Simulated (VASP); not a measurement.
Band structure of Na₂S (antifluorite). All values below come from optB86b-vdW, VASP's PBE PAW potentials (set 64) (plane waves; VASP).

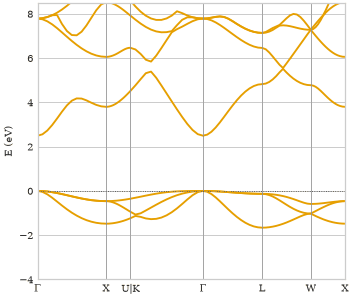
Figure: Bands along high-symmetry lines, zero at the valence-band maximum or, without a gap, the Fermi level

Problem. Read the plot: is there a gap, and where are the band edges?

Solution. The gap is direct, 2.50 eV, from the valence maximum at Γ to the conduction minimum at Γ. (Edges off the drawn lines would not show.)

The compound is Na2S in the antifluorite structure. It was relaxed first.
